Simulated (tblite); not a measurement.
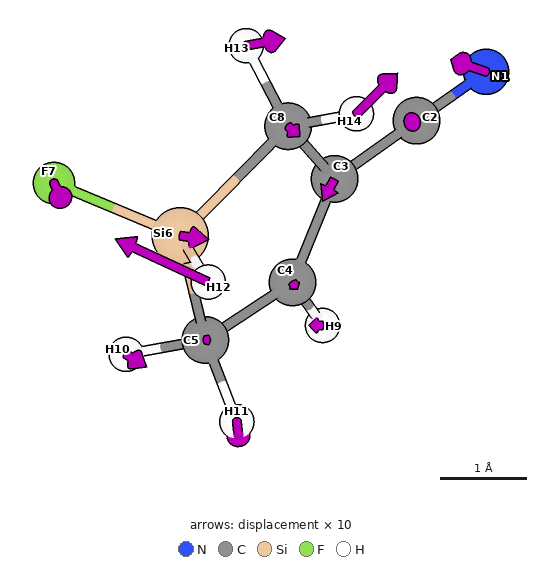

A relaxation of C5H6FNSi. The starting structure is drawn; purple arrows show the displacements, 10 times their true length. The two geometries are superimposed by the best rigid fit.

Style: ball-and-stick. Shown from a free direction.

Computed with GFN2-xTB geometry optimisation, gas phase in tblite 0.8.0. 

What did the optimiser do to the structure, and how much energy did it gain?

After 31 geometry steps the energy has fallen by 0.156 eV. The largest move after the best rigid fit is that of H12, 0.12 Å. Largest moves by element: H 0.12 Å, F 0.08 Å, N 0.07 Å, Si 0.04 Å, C 0.03 Å. Among the contacts that change: Si6–H12 1.488 → 1.450 Å, N1–C2 1.176 → 1.148 Å, C3–C4 1.360 → 1.336 Å, C3–C8 1.526 → 1.509 Å. Among the angles between lasting bonds that change: F7–Si6–H12 113.5° → 105.2°, C5–Si6–H12 114.2° → 118.4°, Si6–C8–H14 110.5° → 114.1°. Cost: 0.32 s on 1 thread of Arm Neoverse N1 (shared host).
